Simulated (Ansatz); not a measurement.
```
CELL_PARAMETERS angstrom
3.00417 0.00000 0.00000
-1.50209 2.60169 0.00000
0.00000 0.00000 8.89321
ATOMIC_POSITIONS crystal
Si 0.00000 0.00000 0.50000
Si 0.66667 0.33333 0.17271
Si 0.33333 0.66667 0.82729
C 0.00000 0.00000 0.08587
C 0.33333 0.66667 0.62166
C 0.00000 0.00000 0.91413
C 0.66667 0.33333 0.37834
```

Space group P-3m1; a generated structure, not necessarily the stable one.

Level of theory: Ansatz 0.2.0, DFT PBE, scalar-relativistic, plane waves, PAW.

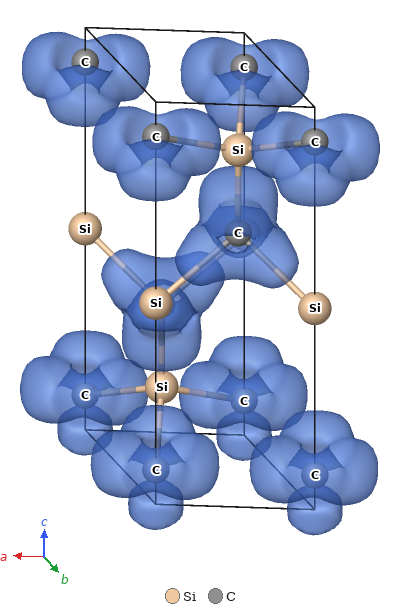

Si3C4. Isosurface of the electron localisation function at 0.7 (blue), seen at an oblique angle. Only the valence region is drawn (cores and ρ < 0.01 e/Å³ removed). Sticks mark near contacts.

In a PAW calculation such maps are meaningful between the atoms, not at the nuclei.

Describe the localisation domains.

Answer. At this value the surface marks out one region between bonded C–C atoms and four regions on C in which the atom's valence shell and bonds are merged, counted in one cell of 7 atoms. Regions shared between cells count once. Profiles from the grid: C–C (1.53 Å): the ELF peaks at about 0.90 between the atoms. Si–C (1.83 Å): the ELF peaks at about 0.95 between the atoms.
